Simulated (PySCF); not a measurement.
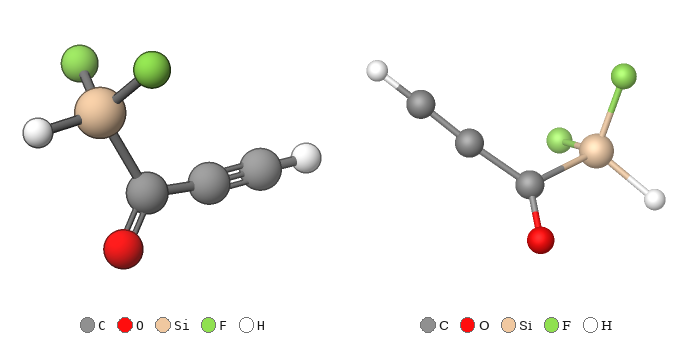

Both panels show the same species.

The geometry was computed by an optimisation with PBE0-D3(BJ)/def2-SVP. No frequency run is at hand to confirm it as a minimum.

**Give the formula.**

C3H2F2OSi, 9 atoms: 3 carbon, 2 hydrogen, 2 fluorine, 1 oxygen and 1 silicon.

**How many bonds of each kind are drawn?**

2 C–C, 2 F–Si, 1 C–O, 1 C–Si, 1 C–H, 1 Si–H.

The parts below concern this one geometry. Atoms keep their numbers from picture to picture.

### Geometry

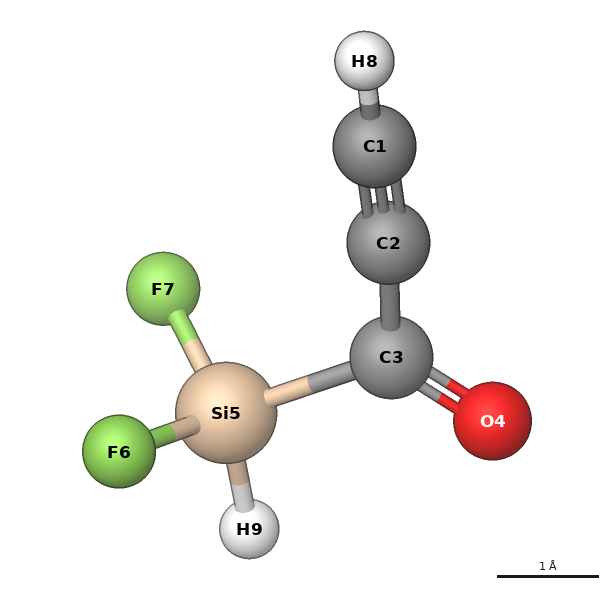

No frequency run is at hand to confirm it as a minimum.

List the bonds and their lengths.

| bond | length (Å) | order |
| --- | --- | --- |
| C1–C2 | 1.214 | triple |
| C1–H8 | 1.076 | single |
| C2–C3 | 1.447 | single |
| C3–O4 | 1.214 | double |
| C3–Si5 | 1.919 | single |
| Si5–F6 | 1.612 | single |
| Si5–F7 | 1.612 | single |
| Si5–H9 | 1.475 | single |

### Quadrupole coupling

No frequency run is at hand to confirm it as a minimum. Electric field gradients from the ground-state density, PBE0/cc-pVDZ (PySCF 2.14.0), non-relativistic apart from any core potentials.

Give the largest field-gradient component, the quadrupole coupling constant and the asymmetry for 17O at O4 (Q = −25.6 mb), 2H at H8 (Q = 2.86 mb), 2H at H9 (Q = 2.86 mb).

| atom | V_zz (a.u.) | e²qQ/h (MHz) | η |
| --- | --- | --- | --- |
| O4 | −2.103 | 12.65 | 0.49 |
| H8 | 0.339 | 0.228 | 0.02 |
| H9 | 0.164 | 0.110 | 0.01 |

### Electronic properties

No frequency run is at hand to confirm it as a minimum. Properties computed with PBE/pcSseg-2, gas phase (PySCF 2.14.0).

Computed properties:

- dipole moment: 1.63 D
- HOMO energy (Kohn–Sham orbital): −6.45 eV
- LUMO energy (Kohn–Sham orbital): −3.87 eV
- HOMO–LUMO gap: 2.58 eV

### NMR shielding

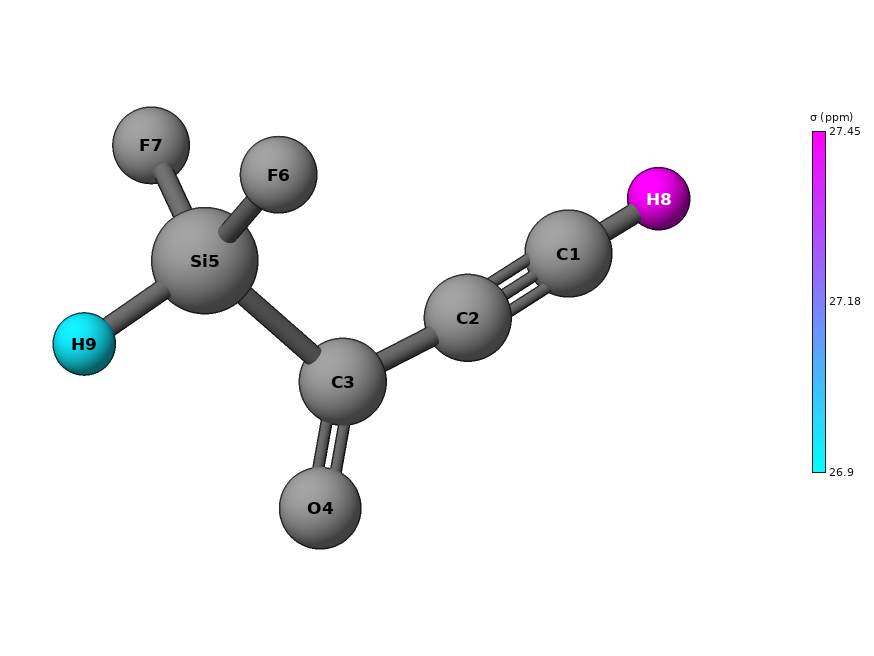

Atoms are coloured by their isotropic NMR shieldings (H only, the others grey). No frequency run is at hand to confirm it as a minimum. Method: GIAO PBE0/def2-SVP NMR shielding, non-relativistic, gas phase (PySCF 2.14.0).

Give the isotropic NMR shieldings of the H atoms atom by atom.

```json
{"atom": "H8", "σ (ppm)": "27.45"}
{"atom": "H9", "σ (ppm)": "26.94"}
```
